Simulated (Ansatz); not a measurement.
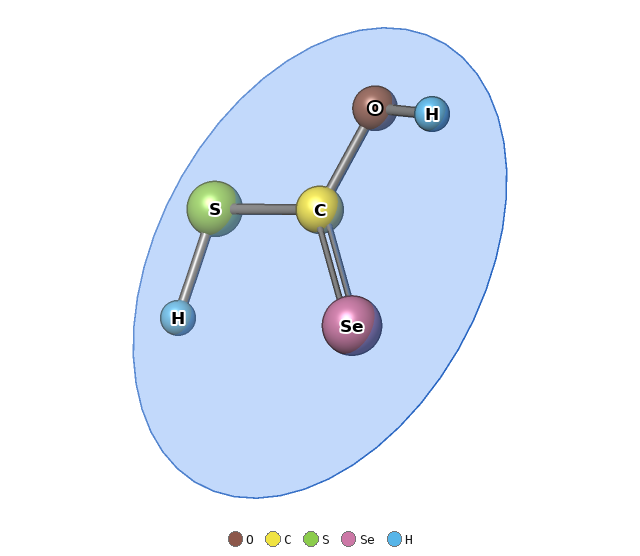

All proper rotation axes (lines) and mirror planes (discs) of the structure are drawn in. Depth is shown by fading: the farther an atom, the more it takes the colour of the background. Computed geometry: PBE-D4/def2-SVP optimisation. No frequency run is at hand to confirm it as a minimum.

Name the symmetry elements and the point group.

Answer. It has 1 mirror plane. Point group Cs. The group has 2 operations. The geometry is achiral, and symmetry allows a dipole moment.
